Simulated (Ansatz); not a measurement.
**H$_{4}$NO$_{3}$V: density, localisation and related maps**

Input file:

```
crystal:
  periodic: [false, false, false]
  atoms:
    - symbol: "N"
      position_ang: [-0.605436, -0.482126, -1.285965]
    - symbol: O
      position_ang: [1.501135, 0.845140, -0.317169]
    - symbol: O
      position_ang: [0.626360, -1.191237, 1.277597]
    - symbol: O
      position_ang: [-0.819946, 1.264112, 1.058506]
    - symbol: V
      position_ang: [0.226575, 0.140368, 0.198033]
    - symbol: H
      position_ang: [-1.482611, -0.993979, -1.233203]
    - symbol: H
      position_ang: [-0.278815, -0.374759, -2.240229]
    - symbol: H
      position_ang: [1.540052, -1.459469, 1.425971]
    - symbol: H
      position_ang: [-0.618812, 2.205750, 1.099258]
basis:
  gaussian:
    orbitals: def2-TZVPD
hamiltonian:
  xc: pbe0
output:
  forces: true
  orbitals: {seedname: orbitals}
```

Run with:

```sh
ansatz run input.yaml --threads 2 --pin off --max-ram 5220MiB --events-out events.jsonl --progress --plain --runs-dir runs
```

Geometry: PBE0-D4/def2-SVP.

These are results of isolated molecule in a Gaussian basis; Kohn-Sham density functional theory, functional PBE0 in Ansatz, not measurements.

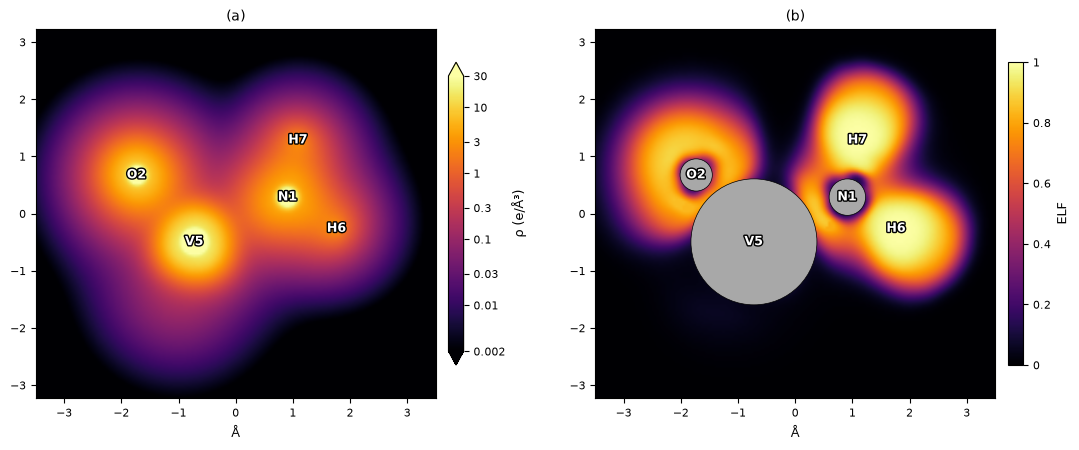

Figure 1. (a) electron density; (b) electron localisation function on the plane of atoms H6, N1 and H7. Grey discs cover the atomic cores in the ELF map.

> What does the map show?

The plane passes through N, O, V and H nuclei.
V–O (1.54 Å): the density is about 2.2 e/Å³ at the midpoint; the ELF peaks at about 0.75 in the valence shell of O, 0.5 Å from its nucleus, and drops to about 0.40 between the two atoms.
V–N (1.81 Å): ρ is about 1.1 e/Å³ halfway; the ELF peaks at about 0.85 in the valence shell of N, 0.6 Å from its nucleus, and is about 0.35 at the midpoint.
N–H (1.01 Å): the density is about 2.9 e/Å³ at the midpoint; the ELF climbs to about 1 towards the hydrogen, as it does in any bond to H: a covalent bond by its length.

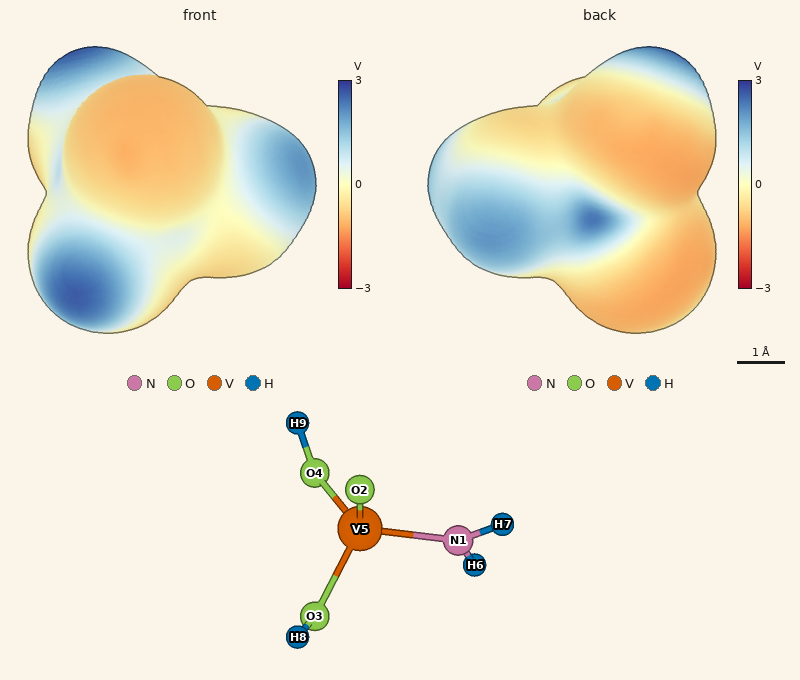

Figure 2. The electrostatic potential painted on the density surface at 0.002 e/bohr³, seen from the front and from behind; red is negative and blue positive. The bare structure is drawn below in the same view.

> Which sites attract a positive test charge, and which a negative one?

A positive charge is drawn to the negative regions and a negative charge to the positive ones. The most negative region (about −1.3 V, or −30 kcal/mol for a unit charge) lies over O3 and O4, the most positive (about +2.6 V, or +60 kcal/mol for a unit charge) over H8 and H9.

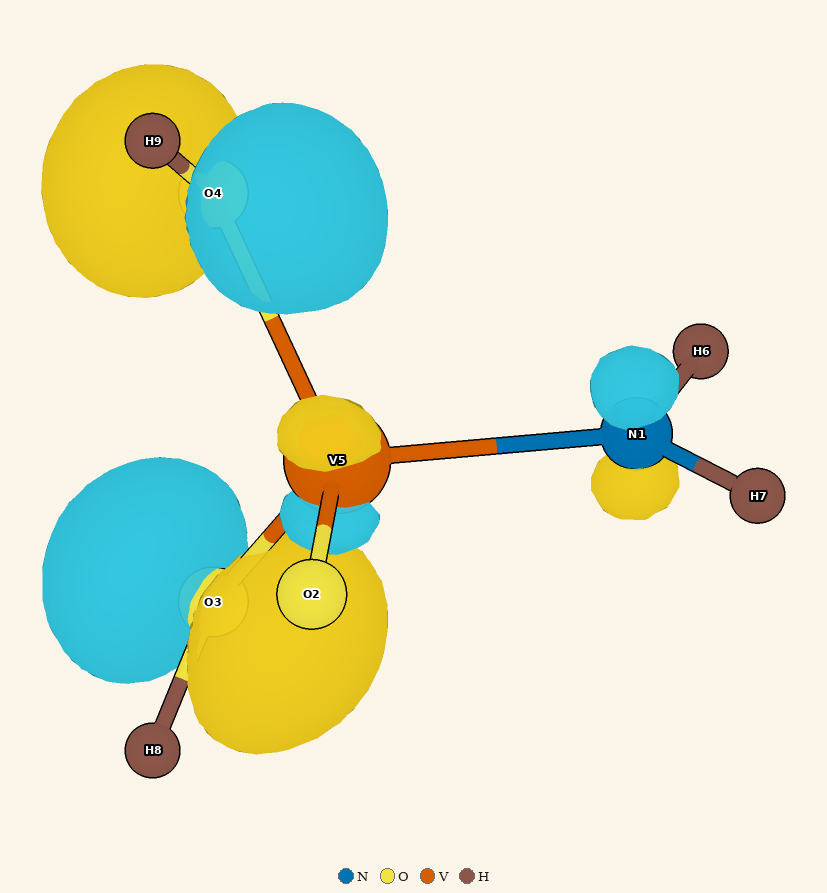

Figure 3. The HOMO−1 at ±0.2 Å⁻³ᐟ² (yellow and cyan are the two phases), seen at a tilt.

> Describe this orbital and give its energy.

It lies mainly on O4 (about 40 %), O3 (about 40 %) and V5 (about 10 %); largely a combination of lone pairs on O4 and O3. Its energy is −9.41 eV.
